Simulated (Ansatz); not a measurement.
Geometry relaxation of AlSiH₅OF₂ (part 1 of 2)

AlSiH₅OF₂, computed with RKS r2SCAN-D4/def2-SVP (Ansatz 0.2.0).

The input holds or restrains some coordinates. Forces given for the steps count only the free coordinates. It belongs to a series of runs on one base structure; here: pulled along the bonds that form and break, towards end B. Figures and captions count atoms from 1; the log counts them from 0 in places.

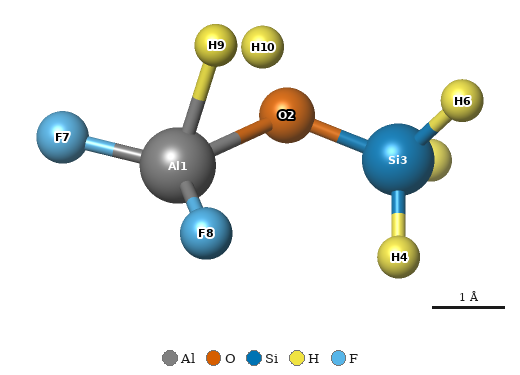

*The structure as given in the input (ball-and-stick view, seen at a tilt; atoms are numbered from 1 in the order of the input). Sticks mark near contacts.*

Bond lengths as drawn: Al–F 1.69 Å, Al–H 1.86 Å, Al–O 2.13 Å, H–Si 1.46 Å and O–Si 1.68 Å.

**Input file**
```yaml
crystal:
  periodic: [false, false, false]
  atoms:
    - { symbol: Al, position_ang: [0.0, 0.0, 0.0] }
    - { symbol: O, position_ang: [0.0, 0.0, 2.13] }
    - { symbol: Si, position_ang: [-1.3147, -0.4067, 3.0936] }
    - { symbol: H, position_ang: [-2.239, -1.2403, 2.3304] }
    - { symbol: H, position_ang: [-0.8506, -1.1432, 4.2657] }
    - { symbol: H, position_ang: [-1.9987, 0.8095, 3.5233] }
    - { symbol: F, position_ang: [1.4635, 0.0, -0.845] }
    - { symbol: F, position_ang: [-1.4635, 0.0, -0.845] }
    - { symbol: H, position_ang: [0.0834, 1.7631, 0.5865] }
    - { symbol: H, position_ang: [0.0646, 1.3656, 1.5323] }
basis:
  gaussian: { orbitals: def2-SVP }
hamiltonian:
  xc: r2scan
  dispersion: d4
relax:
  f_tol: 0.15
  max_steps: 25
  restrain:
    - { distance: [0, 8], at: 1.56, k: 30.0 }
    - { distance: [9, 1], at: 1.01, k: 30.0 }
    - { distance: [0, 1], at: 2.98, k: 30.0 }
    - { distance: [9, 8], at: 1.86, k: 30.0 }
output:
  orbitals: {}
```

Command:
```bash
ansatz run input.yaml --threads 4 --pin off --max-ram 5120MiB --backend cpu --events-out ev --progress --plain --runs-dir out
```

**The program's output**
```
The last accepted step is kept in [file] (removed where the run ends without a failure and the disk answers)
Engine: ansatz 0.2.0, aarch64-unknown-linux-gnu
Functional definition: r2SCAN
  parameter k0 = 0.174
  parameter k1 = 0.065
  parameter a1 = 4.9479
  exchange = r2scan_x(k0 = k0, k1 = k1, a1 = a1)
  correlation = r2scan_c
1118 factors; their error is unknown
mean field evaluation 1: about -22017.3097 eV, gradient 6.9e1 eV
mean field evaluation 2: about -21976.4264 eV, gradient 1.6e2 eV
mean field evaluation 4: about -22025.2112 eV, gradient 1.2e1 eV
mean field evaluation 8: about -22025.4338 eV, gradient 1.4e-1 eV
mean field evaluation 16: about -22025.3606 eV, gradient 4.2e-5 eV
mean field -22025.36059806 eV, -809.4170726530 hartree, gradient 4.2e-5 eV, S^2 0.000000; 0 other end points of the search recorded, 0 dependent functions left out
the calculation of the forces begins
reference -22025.36061160 eV, -809.4170731506 hartree; 29, 29 occupied and 74, 74 virtual orbitals, 1118 factors
relax step   1: F+E_penalty+E_count = -22025.40965428 eV  Δ(F+E_penalty+E_count) = +0.000e0 eV  max|allowed force component| = 2.974e0 eV/Å  E_restraint = 26.10371708 eV  max|allowed force component, restraints' pulls added| = 2.689e1 eV/Å  Δτ_max = 0.0000 Å  (27 SCF iters, accepted)
  distance Al 0 - H 8 = 1.8600 Å
  distance H 9 - O 1 = 1.4921 Å
  distance Al 0 - O 1 = 2.1300 Å
  distance H 9 - H 8 = 1.0261 Å
these checks for a lower state are left out or cut short: starts, cluster_reference, orbital_swaps, neighbouring_geometries, increment
1118 factors; their error is unknown
mean field -22024.88713077 eV, -809.3996730513 hartree, gradient 1.6e-5 eV, S^2 0.000000; 0 other end points of the search recorded, 0 dependent functions left out
[... from here on the field's lines of each further geometry are left out, up to the last ...]
relax step   2: F+E_penalty+E_count = -22024.93377041 eV  Δ(F+E_penalty+E_count) = +4.759e-1 eV  max|allowed force component| = 3.669e0 eV/Å  E_restraint = 11.98182431 eV  max|allowed force component, restraints' pulls added| = 1.799e1 eV/Å  Δτ_max = 0.1950 Å  (35 SCF iters, accepted)
relax step   3: F+E_penalty+E_count = -22025.31986522 eV  Δ(F+E_penalty+E_count) = -3.861e-1 eV  max|allowed force component| = 3.324e0 eV/Å  E_restraint = 3.49436447 eV  max|allowed force component, restraints' pulls added| = 9.436e0 eV/Å  Δτ_max = 0.1949 Å  (34 SCF iters, accepted)
relax step   4: F+E_penalty+E_count = -22025.72569992 eV  Δ(F+E_penalty+E_count) = -4.058e-1 eV  max|allowed force component| = 1.426e0 eV/Å  E_restraint = 0.39298861 eV  max|allowed force component, restraints' pulls added| = 3.938e0 eV/Å  Δτ_max = 0.1945 Å  (34 SCF iters, accepted)
relax step   5: F+E_penalty+E_count = -22025.93496857 eV  Δ(F+E_penalty+E_count) = -2.093e-1 eV  max|allowed force component| = 1.193e0 eV/Å  E_restraint = 0.01711666 eV  max|allowed force component, restraints' pulls added| = 5.206e-1 eV/Å  Δτ_max = 0.1942 Å  (35 SCF iters, accepted)
relax step   6: F+E_penalty+E_count = -22026.02233893 eV  Δ(F+E_penalty+E_count) = -8.737e-2 eV  max|allowed force component| = 1.023e0 eV/Å  E_restraint = 0.00973697 eV  max|allowed force component, restraints' pulls added| = 4.395e-1 eV/Å  Δτ_max = 0.1936 Å  (27 SCF iters, accepted)
relax step   7: F+E_penalty+E_count = -22026.03897564 eV  Δ(F+E_penalty+E_count) = -1.664e-2 eV  max|allowed force component| = 5.999e-1 eV/Å  E_restraint = 0.01967430 eV  max|allowed force component, restraints' pulls added| = 5.876e-1 eV/Å  Δτ_max = 0.1261 Å  (27 SCF iters, accepted)
relax step   8: F+E_penalty+E_count = -22026.04069180 eV  Δ(F+E_penalty+E_count) = -1.716e-3 eV  max|allowed force component| = 8.196e-1 eV/Å  E_restraint = 0.01567991 eV  max|allowed force component, restraints' pulls added| = 2.654e-1 eV/Å  Δτ_max = 0.0999 Å  (28 SCF iters, accepted)
relax step   9: F+E_penalty+E_count = -22026.04497740 eV  Δ(F+E_penalty+E_count) = -4.286e-3 eV  max|allowed force component| = 7.369e-1 eV/Å  E_restraint = 0.01384832 eV  max|allowed force component, restraints' pulls added| = 1.617e-1 eV/Å  Δτ_max = 0.1635 Å  (28 SCF iters, accepted)
the calculation of the forces begins
reference -22026.00586332 eV, -809.4407857140 hartree; 29, 29 occupied and 74, 74 virtual orbitals, 1118 factors
relax step  10: F+E_penalty+E_count = -22026.04954151 eV  Δ(F+E_penalty+E_count) = -4.564e-3 eV  max|allowed force component| = 8.304e-1 eV/Å  E_restraint = 0.01394298 eV  max|allowed force component, restraints' pulls added| = 9.949e-2 eV/Å  Δτ_max = 0.0982 Å  (29 SCF iters, accepted)
  distance Al 0 - H 8 = 1.5642 Å
  distance H 9 - O 1 = 0.9876 Å
  distance Al 0 - O 1 = 2.9619 Å
  distance H 9 - H 8 = 1.8689 Å
1118 factors; their error is unknown
mean field evaluation 96: about -22026.0058 eV, gradient 7.0e-3 eV
```

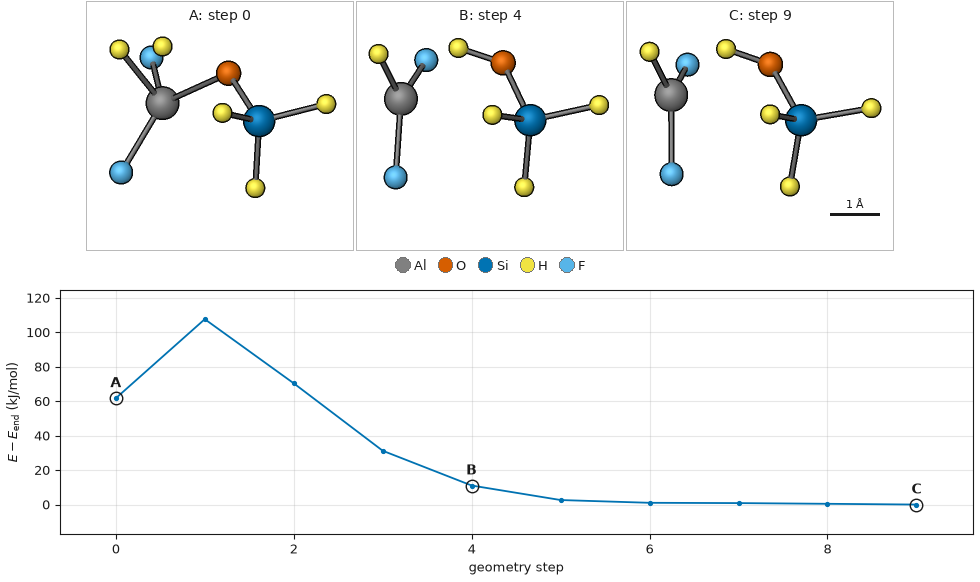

*Frames of the restrained relaxation (ball-and-stick view, seen at a tilt) above the curves, on which the letters mark them (the first geometry is step 0 here and step 1 in the log).*

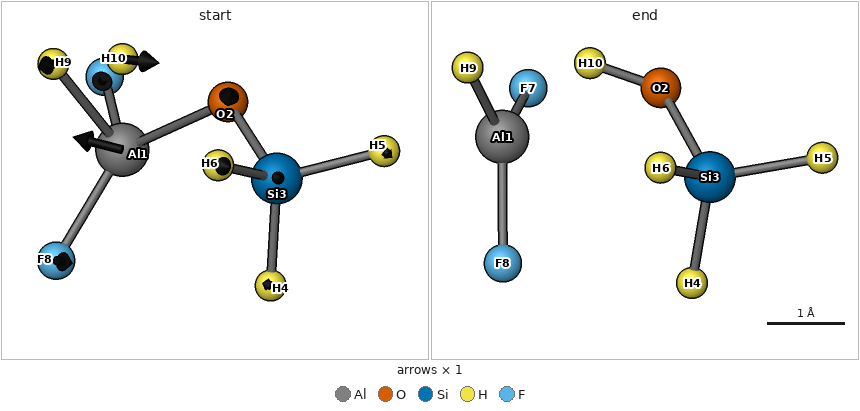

*Before (left) and after (right) the restrained relaxation, at one scale (ball-and-stick view, seen at a tilt). The black arrows give the displacements, at true length.*

Al1 moves most after the best rigid fit: 0.71 Å. Largest moves by element: Al 0.71 Å, H 0.56 Å, F 0.38 Å, O 0.35 Å, Si 0.15 Å. Among the contacts that change: Al1–O2 2.130 → 2.962 Å, O2–H10 1.492 → 0.988 Å, Al1–H9 1.860 → 1.564 Å, Al1–F7 1.690 → 1.655 Å. New bonds form: O2–H10 (1.49 → 0.99 Å). Bonds break: Al1–O2 (2.13 → 2.96 Å). Among the angles that change: F7–Al1–H9 96.8° → 121.9°, F8–Al1–H9 101.3° → 119.2°, O2–Si3–H5 109.5° → 107.4°. The energy falls by 61.7 kJ/mol in 9 geometry steps. The largest force component goes from 3 to 0.83 eV/Å. (Atoms are counted from 1 in the order of the input.)

```
mean field -22026.00584912 eV, -809.4407851923 hartree, gradient 1.3e-5 eV, S^2 0.000000; 1 other end points of the search recorded, 0 dependent functions left out
the calculation of the forces begins
reference -22026.00586332 eV, -809.4407857140 hartree; 29, 29 occupied and 74, 74 virtual orbitals, 1118 factors
Total energy: -22026.04955571 eV, -809.4423913796 hartree
Atom 0 at     0.114197     0.456258    -0.532472 Å, force    -0.050078    -0.159587     0.453305 eV/Å
Atom 1 at     0.000324     0.201476     2.416213 Å, force     0.074784     0.626406    -0.830407 eV/Å
Atom 2 at    -1.364128    -0.362784     3.226783 Å, force    -0.014336     0.099491    -0.056154 eV/Å
Atom 3 at    -2.256970    -1.122864     2.302115 Å, force     0.024397     0.016020     0.010297 eV/Å
Atom 4 at    -0.894853    -1.260312     4.315099 Å, force     0.015401     0.003329    -0.019722 eV/Å
Atom 5 at    -2.121356     0.792287     3.796526 Å, force    -0.009497    -0.017561     0.018186 eV/Å
Atom 6 at     1.500886    -0.167298    -1.185013 Å, force     0.016560     0.006886     0.009669 eV/Å
Atom 7 at    -1.327398    -0.284259    -0.872886 Å, force    -0.002442    -0.009505     0.004151 eV/Å
Atom 8 at     0.111615     1.789616     0.285461 Å, force     0.031616     0.193280    -0.164096 eV/Å
Atom 9 at    -0.017316     1.105879     2.019974 Å, force    -0.086406    -0.758760     0.574770 eV/Å
Dipole moment:    -0.150291     0.373135     0.215966 e Å
```

**Trajectory as extended XYZ (Å, eV, eV/Å), 10 frames, from step=1 to step=10**
```
10
Properties=species:S:1:pos:R:3:forces:R:3 step=1 energy=-22025.40965
Al    0.0000    0.0000    0.0000    0.1836   1.8069   1.9604
O     0.0000    0.0000    2.1300   -0.0930  -0.0244  -2.9737
Si   -1.3147   -0.4067    3.0936    0.6088   0.0147  -0.2026
H    -2.2390   -1.2403    2.3304   -0.4755  -0.3968  -0.3191
H    -0.8506   -1.1432    4.2657    0.1470  -0.3014   0.4957
H    -1.9987    0.8095    3.5233   -0.3209   0.5399   0.1784
F     1.4635    0.0000   -0.8450   -0.9431  -0.5554   0.6770
F    -1.4635    0.0000   -0.8450    0.9117  -0.4703   0.7411
H     0.0834    1.7631    0.5865   -0.0290  -0.2548   1.4058
H     0.0646    1.3656    1.5323    0.0104  -0.3584  -1.9630
10
Properties=species:S:1:pos:R:3:forces:R:3 step=2 energy=-22024.93377
Al    0.0035    0.0809   -0.1038    0.2202   2.6868   1.7246
O     0.0144    0.0679    2.2393    0.7803   1.9806  -3.6685
Si   -1.3211   -0.4083    3.1033   -0.1887   0.2243   0.5304
H    -2.2421   -1.2437    2.3265   -0.2471  -0.3068  -0.3758
H    -0.8500   -1.1466    4.2716    0.0991  -0.3607   0.4465
H    -2.0030    0.8141    3.5260   -0.4281   0.4057   0.2220
F     1.4743   -0.0059   -0.8571   -0.0277  -0.8680   0.0533
F    -1.4725   -0.0050   -0.8550    0.0970  -0.7488   0.2443
H     0.0830    1.7578    0.4424   -0.1235  -0.7523   0.8783
H     0.0586    1.2370    1.6787   -0.1814  -2.2609  -0.0551
10
Properties=species:S:1:pos:R:3:forces:R:3 step=3 energy=-22025.31987
Al    0.0070    0.1780   -0.2377    0.1437   2.9097   1.4512
O     0.0321    0.1425    2.3429    1.0378   2.2753  -3.3244
Si   -1.3274   -0.4028    3.1148   -0.4136   0.2899   0.6872
H    -2.2418   -1.2461    2.3212   -0.0291  -0.1726  -0.3745
H    -0.8495   -1.1515    4.2769    0.0624  -0.3517   0.3513
H    -2.0113    0.8194    3.5300   -0.5701   0.3541   0.2791
F     1.4893   -0.0240   -0.8694    0.8943  -1.1260  -0.4812
F    -1.4854   -0.0212   -0.8633   -0.7254  -0.9783  -0.2255
H     0.0798    1.7429    0.3295   -0.1791  -0.6343   0.2847
H     0.0521    1.1107    1.8271   -0.2208  -2.5663   1.3521
```
